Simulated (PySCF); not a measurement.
NMR shielding calculation, with input and output: C₅H₁₁PSi

C₅H₁₁PSi, computed with GIAO PBE0/pcSseg-1 NMR shielding, non-relativistic, gas phase (PySCF 2.14.0).

The geometry comes from this level: GFN2-xTB. It belongs to a series of runs on one base structure; here: H on C replaced by C2H5. Figures and captions count atoms from 1; the log counts them from 0 in places.

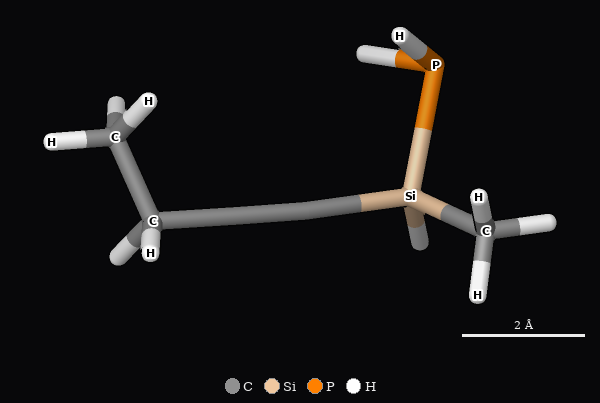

**Figure 1.** The structure (stick view, seen at a tilt). Bond lengths as drawn: C–C 1.21 to 1.53 Å, C–H 1.09 Å, C–Si 1.85 to 1.90 Å, H–P 1.38 Å, H–Si 1.47 Å and P–Si 2.26 Å.

Key numbers

- outcome: converged
- total energy: −827.417159 hartree
- HOMO: −7.05 eV
- LUMO: 0.06 eV
- dipole moment: 2.25 D
- isotropic shielding, C: 65.8 to 188.1 ppm
- isotropic shielding, Si: 395.2 ppm
- isotropic shielding, P: 591.8 ppm
- isotropic shielding, H: 26.9 to 31.6 ppm
- hardware: 1 CPU thread, shared host
- wall time: 26 s
- peak memory: 0.83 GiB

The input
```
{"job": {"kind": "nmr", "xc": "PBE0", "basis": "pcSseg-1"}, "charge": 0, "multiplicity": 1}
C      3.099042     0.347192     0.734263
C      2.342745    -0.974295     0.586054
C      0.926054    -0.743830     0.391538
C     -0.253010    -0.542095     0.233031
Si    -2.043885    -0.122302     0.037124
C     -2.649606    -0.626239    -1.694387
P     -2.395351     2.094262     0.282368
H      4.160109     0.158891     0.881808
H      2.973497     0.957718    -0.157070
H      2.721538     0.906064     1.587579
H      2.732594    -1.535440    -0.268492
H      2.477020    -1.584780     1.484086
H     -2.798047    -0.805503     1.101403
H     -2.095408    -0.113815    -2.475849
H     -2.535112    -1.694006    -1.849738
H     -3.700247    -0.379287    -1.818354
H     -1.645481     2.189062     1.440230
H     -1.325211     2.474722    -0.507251
```

The first line tells a small driver script what to run in PySCF; the rest is the geometry in Å.

Command:
```bash
OMP_NUM_THREADS=1 python <driver script> task.json out
```

What the program printed
```
coarse grid: 15504 points
cycle   1  E = -827.3123667133  dE =  4.828e-01  |g| = 4.841e-01  |ddm| = 3.921e+00
cycle   2  E = -827.3057680370  dE =  6.599e-03  |g| = 5.089e-01  |ddm| = 1.104e+00
cycle   3  E = -827.3715809111  dE = -6.581e-02  |g| = 1.054e-01  |ddm| = 5.486e-01
cycle   4  E = -827.3737754568  dE = -2.195e-03  |g| = 5.180e-02  |ddm| = 1.150e-01
cycle   5  E = -827.3744362521  dE = -6.608e-04  |g| = 8.786e-03  |ddm| = 4.426e-02
cycle   6  E = -827.3744575189  dE = -2.127e-05  |g| = 2.115e-03  |ddm| = 1.321e-02
cycle   7  E = -827.3744584712  dE = -9.523e-07  |g| = 4.673e-04  |ddm| = 2.579e-03
final grid: 138984 points
cycle   8  E = -827.4171444563  dE = -3.011e-05  |g| = 7.390e-03  |ddm| = 4.355e-02
cycle   9  E = -827.4171399156  dE =  4.541e-06  |g| = 8.462e-03  |ddm| = 1.534e-02
cycle  10  E = -827.4171583964  dE = -1.848e-05  |g| = 1.333e-03  |ddm| = 8.020e-03
cycle  11  E = -827.4171588150  dE = -4.185e-07  |g| = 3.362e-04  |ddm| = 1.204e-03
cycle  12  E = -827.4171588418  dE = -2.686e-08  |g| = 7.916e-05  |ddm| = 3.329e-04
cycle  13  E = -827.4171588435  dE = -1.689e-09  |g| = 1.751e-05  |ddm| = 1.189e-04
cycle  14  E = -827.4171588436  dE = -8.185e-11  |g| = 2.900e-06  |ddm| = 2.524e-05
```

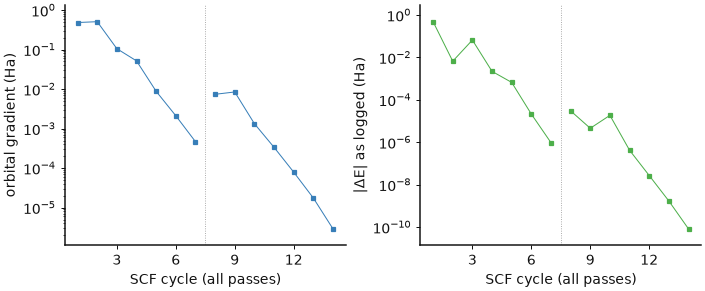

**Figure 2.** Convergence of the self-consistent field: orbital gradient and size of the energy change against the SCF cycle. The dotted line marks the change from a coarse to the final integration grid. The first 7 cycles use a coarse grid, the final grid takes over at cycle 8, and the field converges after 14 cycles in all.

```
converged SCF energy = -827.4171588436

GIAO shielding tensors (ppm)
atom      isotropic    diamagn.    paramagn.     s11        s22        s33       span
  0 C      170.543     247.658     -77.115    158.817    166.196    186.616     27.800
  1 C      170.173     250.853     -80.679    160.009    168.812    181.700     21.691
  2 C       65.794     274.994    -209.200    -31.662    -25.300    254.345    286.006
  3 C       99.462     262.333    -162.871     13.429     19.388    265.569    252.140
  4 Si     395.180     883.876    -488.696    365.591    391.252    428.696     63.105
  5 C      188.089     253.440     -65.350    179.707    190.080    194.481     14.774
  6 P      591.774     969.067    -377.293    542.076    604.559    628.687     86.611
  7 H       30.627      27.353       3.274     26.109     27.562     38.210     12.101
  8 H       30.439      31.183      -0.744     26.680     29.152     35.483      8.803
  9 H       30.429      30.698      -0.269     26.669     29.108     35.510      8.841
 10 H       29.339      30.322      -0.983     24.047     28.484     35.484     11.437
 11 H       29.315      29.408      -0.093     24.061     28.372     35.511     11.450
 12 H       26.949      30.011      -3.062     23.785     24.978     32.084      8.298
 13 H       31.387      32.442      -1.056     27.418     29.503     37.239      9.822
 14 H       31.200      30.621       0.579     26.411     28.472     38.718     12.307
 15 H       31.578      28.096       3.482     26.711     28.882     39.140     12.430
 16 H       30.406      32.773      -2.368     25.637     27.526     38.054     12.418
 17 H       30.512      33.481      -2.969     26.354     27.840     37.341     10.987
```

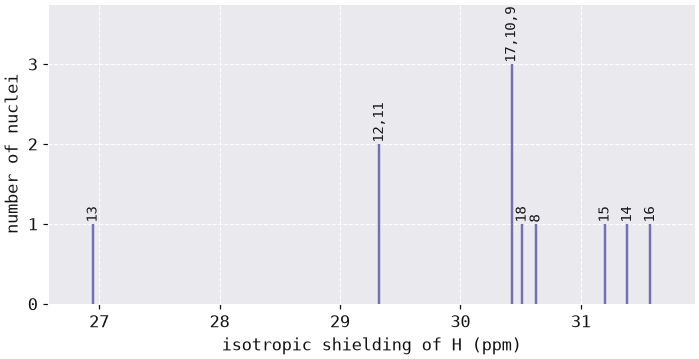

**Figure 3.** Isotropic shieldings of the hydrogen nuclei in this fixed geometry, labelled by atom number; shielding grows to the right, so chemical shift grows to the left. The least shielded is H13 (26.9 ppm), the most shielded H16 (31.6 ppm).

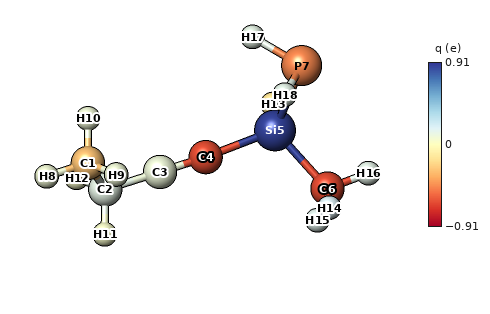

**Figure 4.** ESP-fitted charges, as the colour of each atom (ball-and-stick view, seen at a tilt; atoms are numbered from 1 in the order of the input). By element: C −0.64 to +0.13, Si +0.86, P −0.46 and H −0.15 to +0.18 e.
